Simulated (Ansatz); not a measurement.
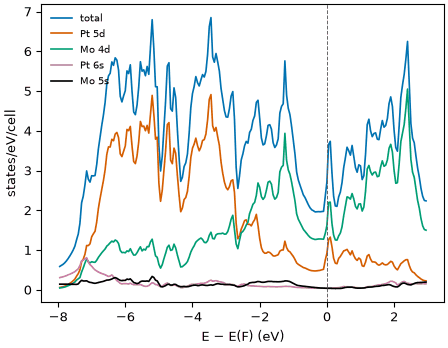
Figure. Total and projected density of states of MoPt in space group Pmma (No. 51; Mo on 2e, Pt on 2f), r²SCAN (plane waves, PAW; program Ansatz)

**Question.** Which orbitals carry the states next to the Fermi level?

**Answer.** Within 0.5 eV of the Fermi level: Mo 4d 61 %, Pt 5d 31 %. Projections are on Löwdin-orthogonalised atomic valence shells; empty p or d shells of many metals are not among them.

**Question.** Where is the tallest occupied peak in this window, and what makes it?

**Answer.** Near -3.4 eV, about 6.8 states/eV per cell; the largest projected share is Pt 5d.

The first step of the workflow began from a Materials Project structure, measured or hypothetical; the Crystallography Open Database copy checked does not list it. With Mo and Pt taken as one species the cell has the higher symmetry P6_3/mmc, so it may be an ordered model of a mixed-site phase. Whether it is the stable phase at ambient conditions was not checked. The cell was relaxed with r²SCAN under the symmetry of its start; of distortions, only those at the zone centre were tested. The run is not spin-polarised. Spin–orbit coupling is left out wherever it is not named.

Potentials: the later of the program's two PAW sets.
